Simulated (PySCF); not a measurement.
Breaking a bond: SMILES C#N (CHN). The C1–H3 bond (C1 also carries N; H3 carries nothing else) is varied alone, starting from the PBE0/def2-TZVP optimised geometry.

Computed with: RKS-B3LYP = restricted B3LYP/6-31G (PySCF); UKS-wB97X-V = unrestricted wB97X-V/6-31G (PySCF); UKS-B3LYP = unrestricted B3LYP/6-31G run with PySCF.

Magnitude of the dipole moment (D; its direction can reverse along the curve, and a method can change to another solution) and Mulliken charge of the fragment that holds C1:

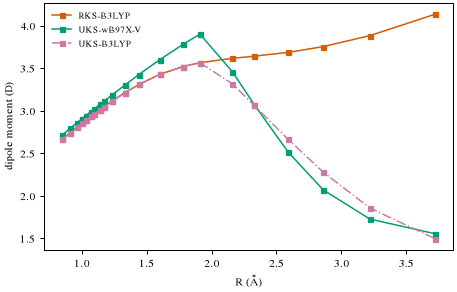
Figure: Dipole moment against bond length.

| R / Å | μ RKS-B3LYP | q RKS-B3LYP | μ UKS-wB97X-V | q UKS-wB97X-V | μ UKS-B3LYP | q UKS-B3LYP |
|---|---|---|---|---|---|---|
| 0.85 | 2.66 | -0.15 | 2.72 | -0.17 | 2.66 | -0.15 |
| 0.91 | 2.74 | -0.19 | 2.79 | -0.21 | 2.74 | -0.19 |
| 0.96 | 2.80 | -0.22 | 2.86 | -0.24 | 2.80 | -0.22 |
| 1.00 | 2.85 | -0.24 | 2.91 | -0.26 | 2.85 | -0.24 |
| 1.03 | 2.89 | -0.24 | 2.94 | -0.27 | 2.89 | -0.24 |
| 1.07 | 2.93 | -0.25 | 2.99 | -0.28 | 2.93 | -0.25 |
| 1.09 | 2.96 | -0.26 | 3.01 | -0.28 | 2.96 | -0.26 |
| 1.14 | 3.01 | -0.26 | 3.07 | -0.29 | 3.01 | -0.26 |
| 1.17 | 3.05 | -0.27 | 3.11 | -0.29 | 3.05 | -0.27 |
| 1.23 | 3.11 | -0.27 | 3.18 | -0.30 | 3.11 | -0.27 |
| 1.33 | 3.21 | -0.27 | 3.30 | -0.29 | 3.21 | -0.27 |
| 1.44 | 3.31 | -0.26 | 3.43 | -0.29 | 3.31 | -0.26 |
| 1.60 | 3.43 | -0.24 | 3.60 | -0.27 | 3.43 | -0.24 |
| 1.78 | 3.52 | -0.22 | 3.78 | -0.25 | 3.52 | -0.22 |
| 1.91 | 3.56 | -0.21 | 3.90 | -0.25 | 3.56 | -0.21 |
| 2.16 | 3.62 | -0.19 | 3.46 | -0.17 | 3.32 | -0.16 |
| 2.33 | 3.64 | -0.18 | 3.07 | -0.12 | 3.06 | -0.14 |
| 2.59 | 3.69 | -0.18 | 2.51 | -0.07 | 2.66 | -0.10 |
| 2.86 | 3.75 | -0.17 | 2.07 | -0.04 | 2.28 | -0.06 |
| 3.22 | 3.88 | -0.17 | 1.73 | -0.01 | 1.86 | -0.03 |
| 3.72 | 4.13 | -0.17 | 1.56 | 0.00 | 1.50 | -0.01 |

At the longest distance RKS-B3LYP leaves fractional charges on the fragments, a sign of delocalisation error or of the restricted form. The restricted form behind RKS-B3LYP keeps the bonding electrons paired and can't separate into open-shell fragments. The unrestricted determinant behind UKS-wB97X-V, UKS-B3LYP is spin-contaminated at 2.16 to 3.72 Å (<S²> up to 1.0, against 0.00 for a pure singlet).
